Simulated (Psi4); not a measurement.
**CCSD(T)/cc-pVTZ (sweep point 9) run of HBr (hydrogen bromide)**

What is the vertical ionisation energy of HBr (hydrogen bromide) at CCSD(T)/cc-pVTZ (sweep point 9)? 

Program for the calculation: Psi4 1.11.

## 1. Starting point

HBr: 2 atoms, total charge 0, spin state singlet. SMILES: `Br`. Geometry: relaxed at PBE0-D4/def2-TZVP.

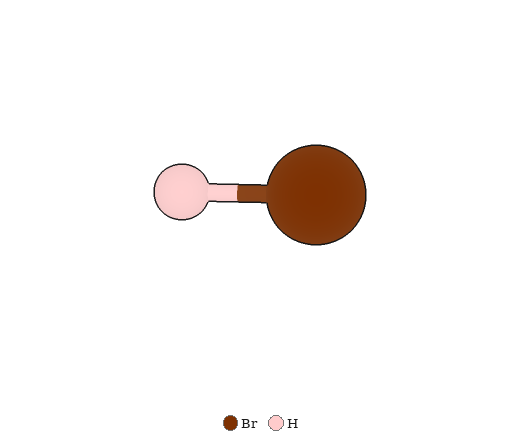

Viewed from a chosen angle; bromine brown, hydrogen pink.

## 2. A single-point energy at CCSD(T)/cc-pVTZ (sweep point 9)

calc.dat

```
memory 1600 MB

molecule mol {
  0 1
  Br    -0.603220     0.217960    -0.305050
  H      0.603220    -0.217960     0.305050
  symmetry c1
}

set globals {
  basis           cc-pVTZ
  puream          true
  scf_type        pk
  num_frozen_docc 9
}

energy("ccsd(t)")
```

Run with:

```bash
$ psi4 calc.dat calc.out -n 1
```

calc.out (excerpt; [...] marks lines left out):

```text
[...]
  Running in c1 symmetry.
[...]
  Nuclear repulsion =   13.038750007487819
[...]
  Multiplicity = 1
[...]
  Nalpha       = 18
  Nbeta        = 18
[...]
    Number of basis functions: 57
[...]
   @RHF iter   1: -2572.86212685206692   -1.61649e+00   1.64692e-02 DIIS/ADIIS
[...]
   @RHF iter  10: -2573.04832626688767   -1.36424e-12   8.66228e-10 DIIS
[...]
    Orbital Energies [Eh]
    ---------------------
    Doubly Occupied:
       1A   -490.034162     2A    -65.174769     3A    -58.529909
       4A    -58.528635     5A    -58.528635     6A     -9.848873
       7A     -7.460615     8A     -7.453701     9A     -7.453701
      10A     -3.204330    11A     -3.200358    12A     -3.200358
      13A     -3.191988    14A     -3.191988    15A     -1.032595
      16A     -0.580908    17A     -0.434191    18A     -0.434191
[...]
  @RHF Final Energy: -2573.04832626688767
   => Energetics <=
    Nuclear Repulsion Energy =             13.0387500074878186
    One-Electron Energy =               -3609.2063354626361615
    Two-Electron Energy =                1023.1192591882602301
    Total Energy =                      -2573.0483262668876705
[...]
 Multipole Moments:
 ------------------------------------------------------------------------------------
     Multipole            Electronic (a.u.)      Nuclear  (a.u.)        Total (a.u.)
 ------------------------------------------------------------------------------------
 L = 1.  Multiply by 2.5417464519 to convert [e a0] to [Debye]
 Dipole X            :          0.0000000            0.0000000            0.0000000
 Dipole Y            :          0.0000000           -0.0000000            0.0000000
 Dipole Z            :         -1.0658196            1.4657917            0.3999721
 Magnitude           :                                                    0.3999721
[...]
      * MP2 total energy                      = -2573.285963644616459
[...]
      * CCSD total energy                     = -2573.300015891815747
[...]
      * CCSD(T) total energy                  = -2573.308323508213562
[...]
```

It took 27 s on 1 thread of Intel Xeon at 2.70GHz, shared host; peak memory 1 GiB.

## 3. The doublet cation at the same level

calc.inp

```
memory 1600 MB

molecule {
  1 2
  Br    -0.603220     0.217960    -0.305050
  H      0.603220    -0.217960     0.305050
  units angstrom
  symmetry c1
}

set basis cc-pVTZ
set reference uhf
set puream true
set scf_type pk
set num_frozen_docc 9
set maxiter 100

energy('ccsd(t)')
```

Run with:

```bash
$ psi4 calc.inp calc.out -n 1
```

calc.out (excerpt; [...] marks lines left out):

```text
[...]
  Running in c1 symmetry.
[...]
  Nuclear repulsion =   13.038750007487819
[...]
  Multiplicity = 2
[...]
  Nalpha       = 18
  Nbeta        = 17
[...]
    Number of basis functions: 57
[...]
   @UHF iter   1: -2572.54354090856441   -1.29790e+00   1.41061e-02 ADIIS/DIIS
[...]
   @UHF iter  12: -2572.65611477342645   -3.63798e-12   4.93316e-09 DIIS
[...]
   @S^2 Observed:                7.601490198E-01
[...]
    Orbital Energies [Eh]
    ---------------------
    Alpha Occupied:
       1A   -490.433248     2A    -65.570254     3A    -58.930523
       4A    -58.923894     5A    -58.922536     6A    -10.245839
       7A     -7.867548     8A     -7.849524     9A     -7.842337
      10A     -3.603084    11A     -3.601057    12A     -3.592360
      13A     -3.583289    14A     -3.582571    15A     -1.429061
      16A     -0.922129    17A     -0.857081    18A     -0.785985
    Alpha Virtual:
      19A     -0.157542    20A      0.029675    21A      0.097857
      22A      0.119246    23A      0.123368    24A      0.139796
      25A      0.173589    26A      0.186831    27A      0.189341
[...]
  @UHF Final Energy: -2572.65611477342645
   => Energetics <=
    Nuclear Repulsion Energy =             13.0387500074878186
    One-Electron Energy =               -3595.4038573183324843
    Two-Electron Energy =                1009.7089925374177710
    Total Energy =                      -2572.6561147734264523
  UHF NO Occupations:
  HONO-2 :   16  A 1.9994114
  HONO-1 :   17  A 1.9958823
[...]
 Multipole Moments:
 ------------------------------------------------------------------------------------
     Multipole            Electronic (a.u.)      Nuclear  (a.u.)        Total (a.u.)
 ------------------------------------------------------------------------------------
 L = 1.  Multiply by 2.5417464519 to convert [e a0] to [Debye]
 Dipole X            :          0.0000000            0.0000000            0.0000000
 Dipole Y            :          0.0000000           -0.0000000            0.0000000
 Dipole Z            :         -0.8413003            1.4657917            0.6244914
 Magnitude           :                                                    0.6244914
[...]
      * MP2 total energy                      = -2572.855883153488321
[...]
      * CCSD total energy                     = -2572.873886545788082
[...]
      * CCSD(T) total energy                     = -2572.880416996949407
[...]
```

Wall time 31 s (1 thread of Intel Xeon at 2.70GHz, shared host); peak memory 1 GiB.

## 4. Results

Level: CCSD(T)/cc-pVTZ (sweep point 9), 9 core orbitals frozen.

| quantity | value |
| --- | --- |
| singlet HBr: total energy | -2573.30832 Eh |
| singlet HBr: HOMO energy (Hartree–Fock orbitals) | -11.81 eV |
| singlet HBr: LUMO energy (Hartree–Fock orbitals) | 2.95 eV |
| singlet HBr: HOMO–LUMO gap (Hartree–Fock orbitals) | 14.77 eV |
| singlet HBr: correlation energy (9 core orbitals frozen) | -260.0 mEh |
| singlet HBr: (T) correction | -8.31 mEh |
| singlet HBr: T1 diagnostic | 0.005 |
| doublet cation: total energy | -2572.88042 Eh |
| doublet cation: HOMO energy (Hartree–Fock orbitals) (highest over α and β) | -20.77 eV |
| doublet cation: LUMO energy (Hartree–Fock orbitals) (lowest over α and β) | -9.68 eV |
| doublet cation: correlation energy (9 core orbitals frozen) | -224.3 mEh |
| doublet cation: (T) correction | -6.53 mEh |
| doublet cation: ⟨S²⟩ of the reference determinant | 0.760 |
| doublet cation: T1 diagnostic | 0.009 |
| vertical ionisation energy (to the doublet cation) | 11.644 eV |

What this shows: The vertical ionisation energy comes to 11.64 eV (1123 kJ/mol). The triples (singlet HBr) make up 3.2 % of the correlation energy. The triples (doublet cation) make up 2.9 % of the correlation energy.
